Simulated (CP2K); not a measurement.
**CH5AlO (SMILES [CH3][AlH][OH]) at HF-D4/6-31G (lebedev grid 110, ngrids 4, radial grid 150)**

What is the energy difference between two shapes of CH5AlO at HF-D4/6-31G (lebedev grid 110, ngrids 4, radial grid 150)? 

Program for the calculation: CP2K 2026.2.

2 further runs of the same task are left out: 1 that didn't finish, 1 set aside as unsound or not needed.

### Step 1. Starting point

CH5AlO: 8 atoms, total charge 0, spin state singlet. As SMILES, `[CH3][AlH][OH]`. The shape is that of a PBE0-D4/def2-TZVP optimisation. This is one conformer, not always the lowest.

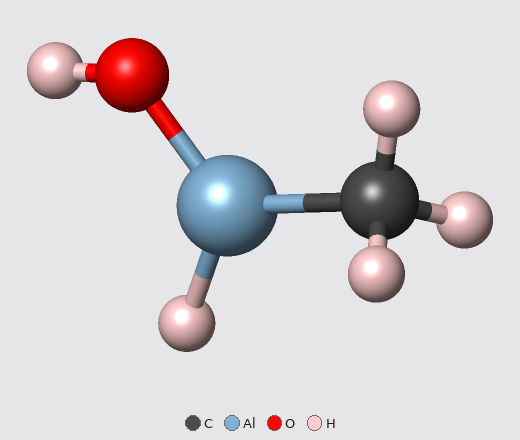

Viewed from a chosen angle; carbon dark grey, aluminium light blue, oxygen red, hydrogen pink.

### Step 2. Energy and one-electron properties at HF-D4/6-31G (lebedev grid 110, ngrids 4, radial grid 150)

The input, molecule.inp:

```
&GLOBAL
  PROJECT_NAME molecule
  RUN_TYPE ENERGY_FORCE
  PRINT_LEVEL MEDIUM
&END GLOBAL

&FORCE_EVAL
  METHOD QUICKSTEP
  &DFT
    BASIS_SET_FILE_NAME ./6_31g.basis
    POTENTIAL_FILE_NAME POTENTIAL
    # Quickstep
    &QS
      METHOD GAPW
      EPS_DEFAULT 1.0E-10
    &END QS
    # plane-wave cutoff in Ry
    &MGRID
      CUTOFF 280
      REL_CUTOFF 60
      NGRIDS 4
    &END MGRID
    &POISSON
      PERIODIC NONE
      POISSON_SOLVER MULTIPOLE
    &END POISSON
    # self-consistent field
    &SCF
      SCF_GUESS ATOMIC
      EPS_SCF 1.0E-06
      MAX_SCF 150
      ADDED_MOS 3
      &DIAGONALIZATION
        ALGORITHM STANDARD
      &END DIAGONALIZATION
      &MIXING
        METHOD DIRECT_P_MIXING
        ALPHA 0.4
      &END MIXING
    &END SCF
    # functional
    &XC
      &XC_FUNCTIONAL NONE
      &END XC_FUNCTIONAL
      &HF
        FRACTION 1
        &SCREENING
          EPS_SCHWARZ 1.0E-09
        &END SCREENING
        &MEMORY
          MAX_MEMORY 1050
        &END MEMORY
      &END HF
      &VDW_POTENTIAL
        POTENTIAL_TYPE PAIR_POTENTIAL
        &PAIR_POTENTIAL
          TYPE DFTD4
          REFERENCE_FUNCTIONAL HF
        &END PAIR_POTENTIAL
      &END VDW_POTENTIAL
    &END XC
    &LOCALIZE
      METHOD JACOBI
      OPERATOR BERRY
      EPS_LOCALIZATION 1.0E-5
      &PRINT
        &WANNIER_CENTERS
          IONS+CENTERS T
          FILENAME =centres.xyz
        &END WANNIER_CENTERS
        &WANNIER_SPREADS
          FILENAME =spreads.txt
        &END WANNIER_SPREADS
      &END PRINT
    &END LOCALIZE
    # extra output
    &PRINT
      &MOMENTS
        PERIODIC F
        REFERENCE COM
        MAX_MOMENT 2
      &END MOMENTS
      &MO ON
        ENERGIES T
        OCCUPATION_NUMBERS T
        NDIGITS 6
        &EACH
          QS_SCF 0
        &END EACH
        ADD_LAST NUMERIC
      &END MO
      &HIRSHFELD OFF
      &END HIRSHFELD
      &MO_MOLDEN ON
        NDIGITS 8
      &END MO_MOLDEN
    &END PRINT
  &END DFT
  # atoms, cell and kinds
  &SUBSYS
    # box in angstrom
    &CELL
      ABC 10.2 11.3 9.2
      PERIODIC NONE
    &END CELL
    &COORD
      C     -0.777900     0.982200    -0.070900
      Al     0.579700    -0.394200    -0.239900
      O      0.544600    -1.676400     0.876800
      H     -0.325100     1.954500     0.149300
      H     -1.491400     0.755400     0.724300
      H     -1.335700     1.105000    -1.004800
      H      1.716800    -0.394500    -1.350200
      H      1.181200    -2.389100     0.859500
    &END COORD
    &TOPOLOGY
      &CENTER_COORDINATES
      &END CENTER_COORDINATES
    &END TOPOLOGY
    &KIND C
      BASIS_SET 6-31G
      POTENTIAL ALL
      LEBEDEV_GRID 110
      RADIAL_GRID 150
    &END KIND
    &KIND Al
      BASIS_SET 6-31G
      POTENTIAL ALL
      LEBEDEV_GRID 110
      RADIAL_GRID 150
    &END KIND
    &KIND O
      BASIS_SET 6-31G
      POTENTIAL ALL
      LEBEDEV_GRID 110
      RADIAL_GRID 150
    &END KIND
    &KIND H
      BASIS_SET 6-31G
      POTENTIAL ALL
      LEBEDEV_GRID 110
      RADIAL_GRID 150
    &END KIND
  &END SUBSYS
  &PRINT
    &FORCES ON
    &END FORCES
  &END PRINT
&END FORCE_EVAL
```

On the command line:

```
$ OMP_NUM_THREADS=1 cp2k.psmp molecule.inp > molecule.out
```

The program printed:

```text
CP2K| version string:                                       CP2K version 2026.2
[...]
 GLOBAL| Method name                                                        CP2K
[...]
 GLOBAL| Run type                                                   ENERGY_FORCE
[...]
 DFT| Spin restricted Kohn-Sham (RKS) calculation                            RKS
 DFT| Multiplicity                                                             1
[...]
 DFT| Charge                                                                   0
[...]
 QS| Method:                                                                GAPW
[...]
 QS| Density cutoff [a.u.]:                                                140.0
[...]
 QS| Relative density cutoff [a.u.]:                                        30.0
[...]
                             - Atoms:                                          8
[...]
                             - Spherical basis functions:                     41
[...]
 Number of electrons:                                                         32
[...]
     1 P_Mix/Diag. 0.40E+00    1.7     0.54763554      -357.8411606584 -3.58E+02
[...]
    14 DIIS/Diag.  0.42E-06    0.2     0.00000042      -357.5436808138 -1.15E-11
  *** SCF run converged in    14 steps ***
[...]
  Overlap energy of the core charge distribution:               0.00000246013363
  Self energy of the core charge distribution:               -215.01750288523431
  Core Hamiltonian energy:                                   -144.24635821198203
  Hartree energy:                                              63.54037034841037
  Exchange-correlation energy:                                  0.00000000000000
  Hartree-Fock Exchange energy:                               -33.42241967228559
  Dispersion energy:                                           -0.01353435073424
[...]
  Dipole moment [Debye]
    X=  0.1026995E+01 Y=  0.9633533E-01 Z= -0.1080377E+01  Total=      1.4937249
  Quadrupole moment [Debye*Angstrom]
[...]
 ENERGY| Total FORCE_EVAL ( QS ) energy [hartree]           -357.543680813837568
 FORCES| Atomic forces [hartree/bohr]
 FORCES|   Atom     x               y               z               |f|
 FORCES|      1 -7.42340087E-03  9.46234432E-03 -6.53839293E-04   1.20445152E-02
 FORCES|      2 -5.72811268E-03  1.43547906E-02 -6.75526790E-03   1.68672740E-02
 FORCES|      3  1.88468893E-02 -1.97347474E-02 -1.70260387E-03   2.73416231E-02
 FORCES|      4 -2.44664028E-03 -3.55349170E-03 -3.80537245E-04   4.33106921E-03
 FORCES|      5  3.89411105E-03  5.72086680E-04 -3.87382632E-03   5.52249168E-03
 FORCES|      6  1.55525767E-03 -3.23563501E-04  4.15607085E-03   4.44931957E-03
 FORCES|      7  2.62453386E-03 -1.27691717E-03 -1.45745500E-03   3.26234126E-03
 FORCES|      8 -1.13500899E-02  5.13927056E-04  1.06163811E-02   1.55497977E-02
 FORCES| Sum    -2.74518175E-05  1.44289106E-05 -5.10776353E-05
 FORCES| Total atomic force                                       5.97555066E-05
[...]
```

It also wrote centres.xyz:

```text
24
 Particles+Wannier centers. Iteration:1_0
  C         4.2094000000        6.8495000000        4.7658000000
 Al         5.5670000000        5.4731000000        4.5968000000
  O         5.5319000000        4.1909000000        5.7135000000
  H         4.6622000000        7.8218000000        4.9860000000
  H         3.4959000000        6.6227000000        5.5610000000
  H         3.6516000000        6.9723000000        3.8319000000
  H         6.7041000000        5.4728000000        3.4865000000
  H         6.1685000000        3.4782000000        5.6962000000
  X        -4.4807739651        5.4383785116        4.5649588916
  X        -4.6679637884        4.1908930928       -3.4866224271
  X         4.2093628414       -4.4504477873       -4.4342059150
  X        -4.7271695134        5.3553039566        4.5437194132
  X        -4.6512553712        5.4893830045       -4.4458952222
  X        -4.6330023975        5.4730998997        4.5968026249
  X        -4.6721995631        5.6094829726        4.5246954496
  X        -4.3258917442        3.8074090718       -3.4965645604
  X         3.8462317742       -4.3815468661        4.1361173467
  X        -4.4833110514        4.5092060505       -3.4768303531
  X        -4.8804323894        4.1688069370       -3.2607956531
  X         4.5218912947       -3.8080441012       -4.2878825541
  X         3.7427033277       -4.6080840709       -3.9067728160
  X        -4.8136298552        4.2151320160       -3.8205928161
  X        -3.6797821183        5.4702233416        3.6689510701
  X         4.6670581274       -4.9154407624       -4.4928946620
```

It also wrote spreads.txt:

```text
16
1_0
     1      0.35950016      0.35714302
     2      0.05652705      0.05646980
     3      0.10070034      0.10051829
     4      0.36115926      0.35886495
     5      0.35976685      0.35726901
     6      0.02217732      0.02216848
     7      0.35728988      0.35504157
     8      1.80409736      1.74824311
     9      2.67697311      2.54202008
    10      2.09004995      2.01530706
    11      1.92134556      1.85316925
    12      2.67876732      2.55666986
    13      2.63124877      2.50488167
    14      2.10473538      2.01998351
    15      3.83153266      3.57749783
    16      3.63730118      3.41338837
 Total    24.9931721357   23.8386358521
```

Run time: 10 s. Hardware: 1 thread of Arm Neoverse V2, shared host; peak memory 0.54 GiB.

Atomic charges (e):

```csv
atom,Mulliken
C1,-0.957
Al2,+1.311
O3,-1.046
H4,+0.176
H5,+0.195
H6,+0.176
H7,-0.283
H8,+0.428
```

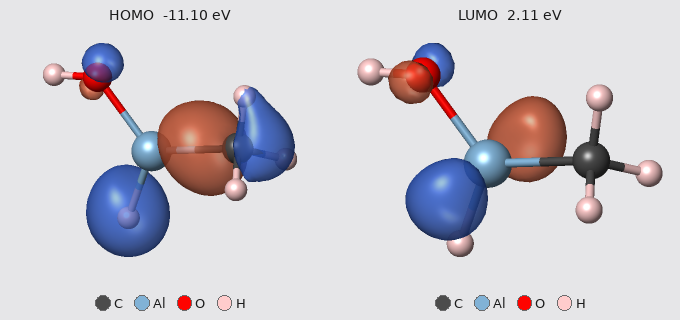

Frontier orbitals of this run, surfaces at ±0.2 Å^-3/2.

### Step 3. The distorted shape, same level

The input, job.inp:

```
&GLOBAL
  PROJECT job
  RUN_TYPE ENERGY_FORCE
  PRINT_LEVEL MEDIUM
&END
&FORCE_EVAL
  METHOD QS
  &DFT
    BASIS_SET_FILE_NAME ./6_31g.basis
    POTENTIAL_FILE_NAME POTENTIAL
    &QS
      METHOD GAPW
      EPS_DEFAULT 1.0E-10
    &END
    &MGRID
      CUTOFF 280
      REL_CUTOFF 60
      NGRIDS 4
    &END
    &POISSON
      PERIODIC NONE
      POISSON_SOLVER MULTIPOLE
    &END
    # SCF settings
    &SCF
      SCF_GUESS ATOMIC
      EPS_SCF 1.0E-06
      MAX_SCF 150
      ADDED_MOS 3
      &DIAGONALIZATION
        ALGORITHM STANDARD
      &END
      &MIXING
        METHOD DIRECT_P_MIXING
        ALPHA 0.4
      &END
    &END
    # functional
    &XC
      &XC_FUNCTIONAL NONE
      &END
      &HF
        FRACTION 1
        &SCREENING
          EPS_SCHWARZ 1.0E-09
        &END
        &MEMORY
          MAX_MEMORY 1050
        &END
      &END
      &VDW_POTENTIAL
        POTENTIAL_TYPE PAIR_POTENTIAL
        &PAIR_POTENTIAL
          TYPE DFTD4
          REFERENCE_FUNCTIONAL HF
        &END
      &END
    &END
    &LOCALIZE
      METHOD JACOBI
      OPERATOR BERRY
      EPS_LOCALIZATION 1.0E-5
      # extra output
      &PRINT
        &WANNIER_CENTERS
          IONS+CENTERS T
          FILENAME =centres.xyz
        &END
        &WANNIER_SPREADS
          FILENAME =spreads.txt
        &END
      &END
    &END
    # extra output
    &PRINT
      &MOMENTS
        PERIODIC F
        REFERENCE COM
        MAX_MOMENT 2
      &END
      &MO ON
        ENERGIES T
        OCCUPATION_NUMBERS T
        NDIGITS 6
        &EACH
          QS_SCF 0
        &END
        ADD_LAST NUMERIC
      &END
      &HIRSHFELD OFF
      &END
      &MO_MOLDEN ON
        NDIGITS 8
      &END
    &END
  &END
  # atoms, cell and kinds
  &SUBSYS
    &CELL
      ABC 10.2 11.5 9.2
      PERIODIC NONE
    &END
    &COORD
      C     -0.923295     0.892431     0.056013
      Al     0.615901    -0.361668    -0.365474
      O      0.664527    -1.758355     0.819843
      H     -0.251956     1.951749     0.081889
      H     -1.485215     0.783437     0.719439
      H     -1.169032     1.132822    -1.075360
      H      1.686036    -0.376136    -1.325538
      H      1.157553    -2.499660     0.890016
    &END
    &TOPOLOGY
      &CENTER_COORDINATES
      &END
    &END
    &KIND C
      BASIS_SET 6-31G
      POTENTIAL ALL
      LEBEDEV_GRID 110
      RADIAL_GRID 150
    &END
    &KIND Al
      BASIS_SET 6-31G
      POTENTIAL ALL
      LEBEDEV_GRID 110
      RADIAL_GRID 150
    &END
    &KIND O
      BASIS_SET 6-31G
      POTENTIAL ALL
      LEBEDEV_GRID 110
      RADIAL_GRID 150
    &END
    &KIND H
      BASIS_SET 6-31G
      POTENTIAL ALL
      LEBEDEV_GRID 110
      RADIAL_GRID 150
    &END
  &END
  &PRINT
    &FORCES ON
    &END
  &END
&END
```

On the command line:

```
$ OMP_NUM_THREADS=1 cp2k.psmp job.inp > job.out
```

The program printed, shortened:

```text
CP2K| version string:                                       CP2K version 2026.2
[...]
 GLOBAL| Method name                                                        CP2K
[...]
 GLOBAL| Run type                                                   ENERGY_FORCE
[...]
 DFT| Spin restricted Kohn-Sham (RKS) calculation                            RKS
 DFT| Multiplicity                                                             1
[...]
 DFT| Charge                                                                   0
[...]
 QS| Method:                                                                GAPW
[...]
 QS| Density cutoff [a.u.]:                                                140.0
[...]
 QS| Relative density cutoff [a.u.]:                                        30.0
[...]
                             - Atoms:                                          8
[...]
                             - Spherical basis functions:                     41
[...]
 Number of electrons:                                                         32
[...]
     1 P_Mix/Diag. 0.40E+00    1.7     0.51776949      -357.7358658380 -3.58E+02
[...]
    14 DIIS/Diag.  0.13E-05    0.2     0.00000049      -357.4457690504 -1.05E-11
  *** SCF run converged in    14 steps ***
[...]
  Overlap energy of the core charge distribution:               0.00013930007671
  Self energy of the core charge distribution:               -215.01750288523431
  Core Hamiltonian energy:                                   -144.17609029275644
  Hartree energy:                                              63.61752846791050
  Exchange-correlation energy:                                  0.00000000000000
  Hartree-Fock Exchange energy:                               -33.43474295373981
  Dispersion energy:                                           -0.01352944627116
[...]
  Dipole moment [Debye]
    X=  0.1145573E+01 Y=  0.5808132E+00 Z= -0.2114667E+01  Total=      2.4741665
  Quadrupole moment [Debye*Angstrom]
[...]
 ENERGY| Total FORCE_EVAL ( QS ) energy [hartree]           -357.445769050436013
[...]
```

Run time: 9 s. Hardware: 1 thread of Arm Neoverse V2, shared host; peak memory 0.54 GiB.

Atomic charges (e):

```csv
atom,Mulliken
C1,-0.851
Al2,+1.276
O3,-1.032
H4,+0.123
H5,+0.178
H6,+0.161
H7,-0.255
H8,+0.400
```

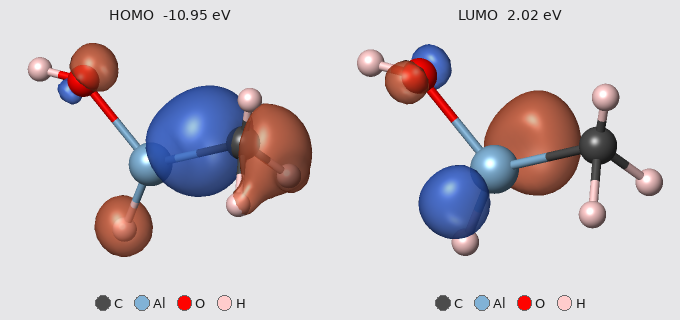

Frontier orbitals of this run, surfaces at ±0.2 Å^-3/2.

### Step 4. What came out

At HF-D4/6-31G (lebedev grid 110, ngrids 4, radial grid 150):

| quantity | value |
| --- | --- |
| first shape: total energy | -357.54368 Eh |
| first shape: dipole moment | 1.49 D |
| first shape: HOMO energy | -11.10 eV |
| first shape: LUMO energy | 2.11 eV |
| first shape: HOMO–LUMO gap | 13.21 eV |
| first shape: dispersion energy | -35.53 kJ/mol |
| first shape: largest force on an atom | 1.406 eV/Å |
| distorted shape: total energy | -357.44577 Eh |
| distorted shape: dipole moment | 2.47 D |
| distorted shape: HOMO energy | -10.95 eV |
| distorted shape: LUMO energy | 2.02 eV |
| distorted shape: HOMO–LUMO gap | 12.97 eV |
| distorted shape: dispersion energy | -35.52 kJ/mol |
| distorted shape: largest force on an atom | 21.018 eV/Å |
| energy change with the atoms displaced | 2.664 eV |

What this shows: With the atoms displaced the energy rises by 2.66 eV (61 kcal/mol). The first shape isn't relaxed at this level, so the change isn't measured from a minimum. The largest force (first shape) is 1.41 eV/Å: the shape isn't a stationary point for this species at this level.
